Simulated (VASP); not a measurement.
Shape and ions are relaxed at each volume.

Energy against volume of Co (hcp). Calculation: PBE GGA with D3 dispersion (Becke-Johnson damping), VASP's PBE PAW potentials (set 64) (plane waves; VASP).

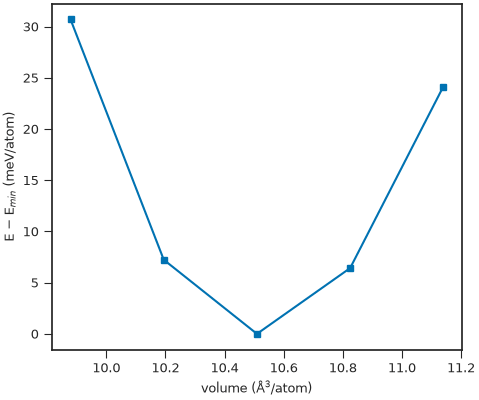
*Energy against volume*

Estimate the equilibrium volume and the bulk modulus.

The minimum lies near 10.5 Å³/atom, and the curvature gives B0 of about 230 GPa.

Measured: bulk modulus 193 GPa at 0 K (computed value off by +19.0 %), as given by Vázquez-Parga, Fernández-Martínez, Viñes, J. Chem. Theory Comput. (2023), doi:10.1021/acs.jctc.3c00612, Supporting … [zero-point energy and finite temperature contributions removed].

The compound is Co in the hcp structure. It was relaxed first, which changed the volume by -5 %.
